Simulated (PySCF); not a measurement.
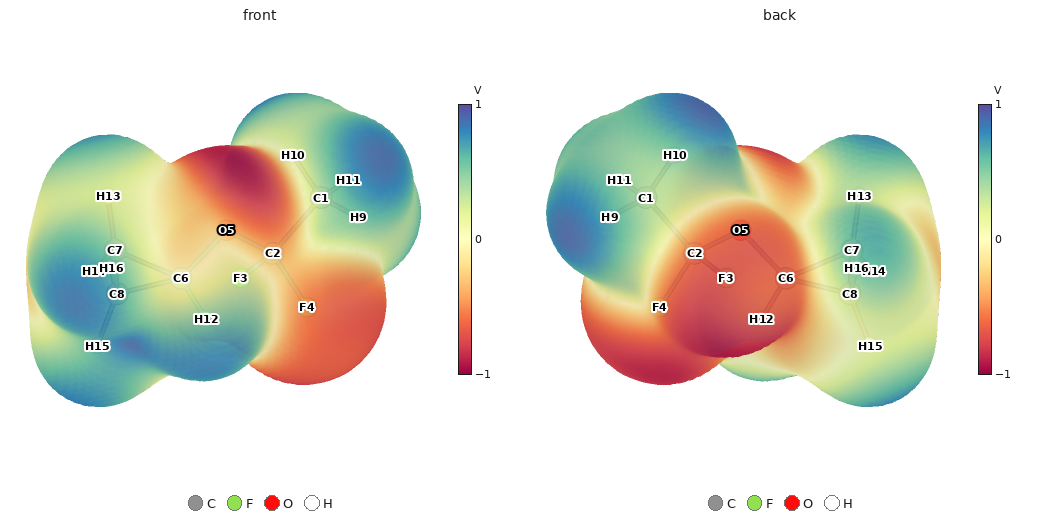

Figure. C5H8F2O (SMILES CC(F)(F)OC1CC1). The molecular electrostatic potential painted on the density surface at 0.002 e/bohr³, seen from the front and from behind; the colour scale runs from red (negative) to blue (positive).

Geometry: PBE0-D3(BJ)/def2-SVP.

The calculation used CAM-B3LYP/def2-SVPD, SCF density, gas phase in PySCF 2.14.0.

```json
{"atom": "C", "x (Å)": "-2.5501", "y (Å)": "-0.3681", "z (Å)": "-0.3008"}
{"atom": "C", "x (Å)": "-1.2587", "y (Å)": "0.3931", "z (Å)": "-0.2263"}
{"atom": "F", "x (Å)": "-0.8956", "y (Å)": "0.8269", "z (Å)": "-1.4625"}
{"atom": "F", "x (Å)": "-1.4194", "y (Å)": "1.5258", "z (Å)": "0.5097"}
{"atom": "O", "x (Å)": "-0.2844", "y (Å)": "-0.3822", "z (Å)": "0.3135"}
{"atom": "C", "x (Å)": "0.9569", "y (Å)": "0.2329", "z (Å)": "0.5337"}
{"atom": "C", "x (Å)": "2.1259", "y (Å)": "-0.6851", "z (Å)": "0.5496"}
{"atom": "C", "x (Å)": "1.9474", "y (Å)": "0.2876", "z (Å)": "-0.5842"}
{"atom": "H", "x (Å)": "-3.3224", "y (Å)": "0.2730", "z (Å)": "-0.7437"}
{"atom": "H", "x (Å)": "-2.4120", "y (Å)": "-1.2621", "z (Å)": "-0.9213"}
{"atom": "H", "x (Å)": "-2.8543", "y (Å)": "-0.6707", "z (Å)": "0.7088"}
{"atom": "H", "x (Å)": "0.9127", "y (Å)": "1.0604", "z (Å)": "1.2482"}
{"atom": "H", "x (Å)": "1.9114", "y (Å)": "-1.7368", "z (Å)": "0.3444"}
{"atom": "H", "x (Å)": "2.9109", "y (Å)": "-0.5105", "z (Å)": "1.2891"}
{"atom": "H", "x (Å)": "2.6019", "y (Å)": "1.1605", "z (Å)": "-0.6477"}
{"atom": "H", "x (Å)": "1.6215", "y (Å)": "-0.1127", "z (Å)": "-1.5461"}
```

**Which sites attract a positive test charge, and which a negative one?**

A positive charge is drawn to the negative regions and a negative charge to the positive ones. The most negative region (about −0.9 V) lies over F3, F4 and O5, the most positive (about +0.9 V) over the C and H atoms.

**How polar is the molecule by this calculation?**

Its dipole moment is 1.06 D.
